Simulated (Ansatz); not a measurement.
A series of calculations on C2H3ClO

## 1. Relaxation

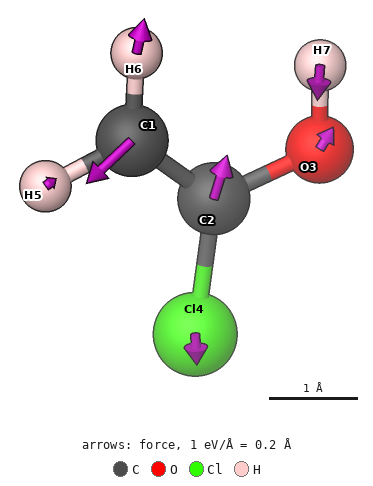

Starting geometry of C2H3ClO with the computed forces as purple arrows. A ball-and-stick model, seen at a tilt.

The run prepares an end point of a later path (torsion) calculation, from a guessed geometry.

All numbers below come from Ansatz 0.2.0, RKS PBE-D4/def2-SVP.

Input
```yaml
crystal:
  periodic: [false, false, false]
  atoms:
    - { symbol: C, position_ang: [-0.1447, 0.3333, 0.7723] }
    - { symbol: C, position_ang: [-0.2523, -0.1889, -0.4502] }
    - { symbol: O, position_ang: [0.8382, -0.6359, -1.1167] }
    - { symbol: Cl, position_ang: [-1.6963, -0.3558, -1.2465] }
    - { symbol: H, position_ang: [-1.0925, 0.7197, 1.2377] }
    - { symbol: H, position_ang: [0.7407, 0.5262, 1.2914] }
    - { symbol: H, position_ang: [1.6682, -0.4667, -0.5337] }
basis:
  gaussian: { orbitals: def2-SVP }
hamiltonian:
  xc: pbe
  dispersion: d4
relax:
  f_tol: 0.015
  max_steps: 40
```

Run as
```bash
ansatz run input.yaml --threads 1 --pin off --max-ram 2048MiB --backend cpu --events-out ev --progress --plain --runs-dir out
```

Q: What follows when this structure is relaxed?

A: It isn't relaxed: the largest force vector, on C1, is 3.64 eV/Å. The final displacements follow the starting forces only in part (cosine between the two patterns 0.63). After 6 geometry steps the energy has fallen by 7.16 kcal/mol. The largest force component goes from 3.5 to 0.005 eV/Å. The largest moves after the best rigid fit, 0.079 Å, are those of C1 and H7. By element the largest moves are C 0.079 Å, H 0.078 Å, Cl 0.076 Å, O 0.019 Å. Some distances before and after: C2–Cl4 1.657 → 1.740 Å, C1–H6 1.044 → 1.101 Å, O3–H7 1.028 → 0.978 Å, C1–H5 1.124 → 1.096 Å. Bond angles that change, for instance: C1–C2–O3 121.0° → 127.7°, C2–C1–H6 126.6° → 120.2°, O3–C2–Cl4 115.6° → 110.2°. Cost: 13 s on 1 thread of Arm Neoverse V2 (shared host), peak memory 0.13 GiB.

## 2. Relaxation

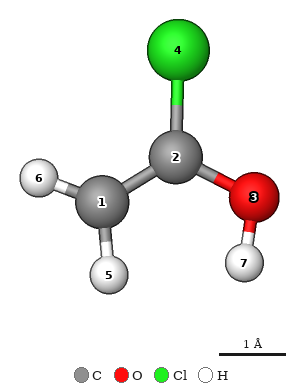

This is the input geometry for a relaxation of C₂H₃ClO. The picture is a ball-and-stick view, seen at a tilt.

The run prepares an end point of a later path (torsion) calculation, from a guessed geometry.

The calculation used RKS PBE-D4/def2-SVP (Ansatz).

The input:
```yaml
crystal:
  periodic: [false, false, false]
  atoms:
    - { symbol: C, position_ang: [-0.1447, 0.3333, 0.7723] }
    - { symbol: C, position_ang: [-0.2523, -0.1889, -0.4502] }
    - { symbol: O, position_ang: [-1.45542, -0.28846, -1.06323] }
    - { symbol: Cl, position_ang: [1.04459, -0.73597, -1.32535] }
    - { symbol: H, position_ang: [-1.0925, 0.7197, 1.2377] }
    - { symbol: H, position_ang: [0.7407, 0.5262, 1.2914] }
    - { symbol: H, position_ang: [-2.1777, 0.06512, -0.42237] }
basis:
  gaussian: { orbitals: def2-SVP }
hamiltonian:
  xc: pbe
  dispersion: d4
relax:
  f_tol: 0.015
  max_steps: 40
```

Run as
```bash
ansatz run input.yaml --threads 1 --pin off --max-ram 2048MiB --backend cpu --events-out ev --progress --plain --runs-dir out
```

Question: Where does the relaxation end?

Answer: The largest move after the best rigid fit is that of H7, 0.15 Å. By element the largest moves are H 0.15 Å, C 0.08 Å, O 0.06 Å, Cl 0.01 Å. Near-neighbour distances that change, for instance: C2–Cl4 1.657 → 1.740 Å, C1–H6 1.044 → 1.096 Å, O3–H7 1.028 → 0.977 Å, C1–H5 1.124 → 1.101 Å. Among the angles between lasting bonds that change: C1–C2–O3 121.0° → 127.7°, C2–C1–H6 126.6° → 120.8°, O3–C2–Cl4 115.6° → 110.3°. After 6 geometry steps the energy has fallen by 28.1 kJ/mol. The largest force component goes from 2.2 to 0.0079 eV/Å.

History of the run:

| step | E − E(0), kJ/mol | largest force component, eV/Å |
| --- | --- | --- |
| 0 | 0.00 | 2.1671 |
| 1 | -21.65 | 1.1174 |
| 2 | -25.28 | 0.6950 |
| 3 | -27.46 | 0.4106 |
| 4 | -28.04 | 0.0513 |
| 5 | -28.08 | 0.0480 |
| 6 | -28.09 | 0.0079 |

Final geometry:

```xyz
7

C    -0.1705    0.3949    0.8118
C    -0.3168   -0.1509   -0.4127
O    -1.4632   -0.3300   -1.1062
Cl    1.0401   -0.7388   -1.3293
H    -1.0495    0.7574    1.3664
H     0.8203    0.4853    1.2707
H    -2.1978    0.0131   -0.5604
```

After the run, drawn alike:

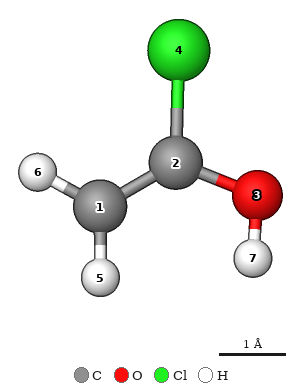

## 3. Path

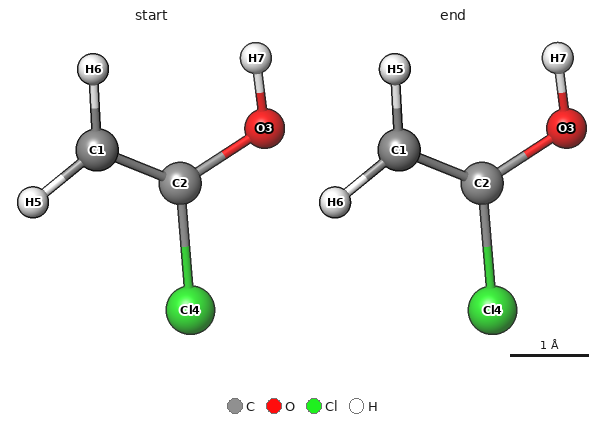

The two relaxed end points of a path for C$_{2}$H$_{3}$ClO. The picture is a ball-and-stick view, seen at a tilt.

Computed with RKS PBE-D4/def2-SVP (Ansatz 0.2.0).

Input file:
```yaml
crystal:
  periodic: [false, false, false]
  atoms:
    - { symbol: C, position_ang: [-0.186611, 0.392609, 0.802543] }
    - { symbol: C, position_ang: [-0.208216, -0.174837, -0.420718] }
    - { symbol: O, position_ang: [0.840546, -0.642513, -1.13384] }
    - { symbol: Cl, position_ang: [-1.687286, -0.398037, -1.308733] }
    - { symbol: H, position_ang: [-1.11202, 0.734252, 1.279245] }
    - { symbol: H, position_ang: [0.76645, 0.5193, 1.338198] }
    - { symbol: H, position_ang: [1.648436, -0.498874, -0.602395] }
basis:
  gaussian: { orbitals: def2-SVP }
hamiltonian:
  xc: pbe
  dispersion: d4
neb:
  order_check: false
  images: 9
  f_tol: 0.03
  max_iterations: 60
  initial_path: idpp
  final_atoms:
    - { symbol: C, position_ang: [-0.18663133, 0.39258319, 0.80256097] }
    - { symbol: C, position_ang: [-0.20810779, -0.17471054, -0.42077804] }
    - { symbol: O, position_ang: [0.84097937, -0.64146191, -1.13396414] }
    - { symbol: Cl, position_ang: [-1.6876096, -0.39884042, -1.30828495] }
    - { symbol: H, position_ang: [0.76640199, 0.52055349, 1.3381973] }
    - { symbol: H, position_ang: [-1.11257691, 0.7329905, 1.27909518] }
    - { symbol: H, position_ang: [1.64884327, -0.4992143, -0.60252632] }
```

Command:
```bash
ansatz run input.yaml --threads 1 --pin off --max-ram 2048MiB --backend cpu --events-out ev --progress --plain --runs-dir out
```

Q: Predict the minimum-energy path and its barrier.

A: The barrier is about 209.1 kJ/mol in both directions, with image 5 at the top; the ends have the same energy. The motion is a rotation about the C1–C2 bond by about 180°. No bond forms or breaks between the ends. Bond angles that change up to the highest image, for instance: H5–C1–H6 118.9° → 105.7°, C2–C1–H5 120.8° → 110.2°. The band converged in 9 iterations, with a climbing image at the top. At the top, the vibrational analysis gives one imaginary mode (1076i cm⁻¹), as a transition state must have.

Energies of the converged images:

```tsv
image	path (Å)	E (kJ/mol)
0	0.00	0.0
1	0.41	5.7
2	0.81	32.2
3	1.22	89.6
4	1.62	164.2
5	2.03	209.1
6	2.43	164.3
7	2.84	89.8
8	3.24	32.3
9	3.65	5.7
10	4.05	0.0
```

The geometry at the top of the path:

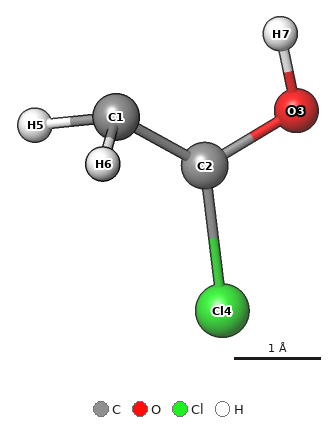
